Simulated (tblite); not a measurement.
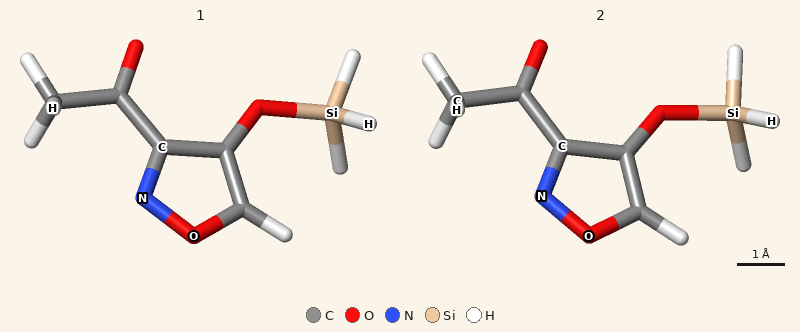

Two geometries of C$_{5}$H$_{7}$NO$_{3}$Si, drawn at one scale. One is the start of a relaxation, the other its converged end. A stick model, seen at a tilt.

Method: GFN2-xTB geometry optimisation, gas phase (tblite). 

Which of the two is the end point?

Structure 2 is the relaxed one. The atom that moves furthest after the best rigid fit is an H atom (0.40 Å). Largest moves by element: H 0.40 Å, O 0.13 Å, C 0.11 Å, N 0.04 Å, Si 0.03 Å. Near-neighbour distances that change, for instance: N–O 1.383 → 1.336 Å, C–O 1.249 → 1.206 Å, H–Si 1.481 → 1.449 Å, C–O 1.347 → 1.321 Å. Bond angles that change, for instance: O–Si–H 110.6° → 98.6°, C–O–Si 125.2° → 132.8°, H–Si–H 108.9° → 114.8°. After 55 geometry steps the energy has fallen by 27.3 kJ/mol. The run took 0.72 s on 1 thread of Arm Neoverse N1, with other jobs on the host.
